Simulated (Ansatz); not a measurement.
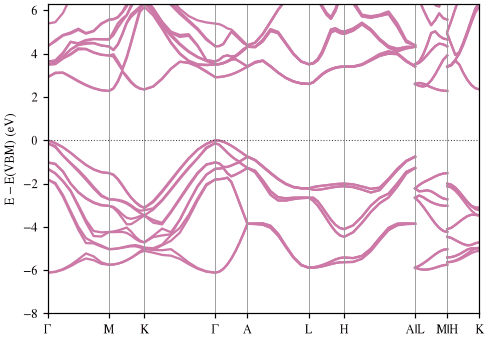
Band structure from plane-wave PAW r²SCAN with spin–orbit coupling (Ansatz code)

Q: Read off the gap and where the band edges lie.

A: About 2.3 eV (2.28 eV by a search for the band edges); maximum at Γ, minimum at M.

The material is BeTe (wurtzite, space group No. 186).

Space group P6_3mc (wurtzite). The first step of the workflow began from a Materials Project structure, measured or hypothetical; the Crystallography Open Database copy checked does not list it. COD files the formula under space group No. 216, so this cell is another polymorph or a model. Whether it is the stable phase at ambient conditions was not checked. The r²SCAN relaxation kept the symmetry of its start; its stability against distortions is not shown here.

Potentials: the later of the program's two PAW sets.
